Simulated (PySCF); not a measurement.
Vertical excitations of a molecule FH5O2Si2 from TDDFT-PBE/def2-SVPD (PySCF 2.14.0), as energy in eV (oscillator strength): 6.61 (0.137), 6.87 (0.041), 7.10 (0.022), 7.31 (0.001), 7.48 (0.007), 7.59 (0.005), 7.66 (0.004), 7.69 (0.032), 7.73 (0.019), 7.80 (0.003). Lowest triplet (TDA): 6.08 eV. Geometry optimised at B3LYP-D3(BJ)/def2-SVP. The values are those of a single conformer.

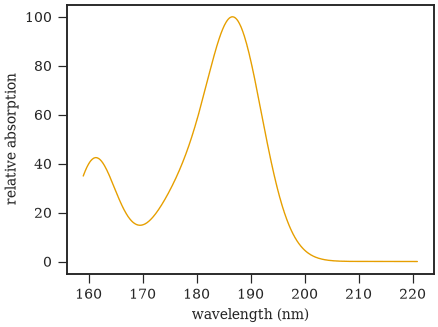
The lines broadened by 0.4 eV.

**Question.** Which structure fits?
(A) O[Si](O)(F)[SiH3]
(B) O[SiH2]O[SiH2]F
(C) O[SiH](O)[SiH2]F
(D) O[SiH2][Si@@H](O)F

**Answer.** A, O[Si](O)(F)[SiH3]
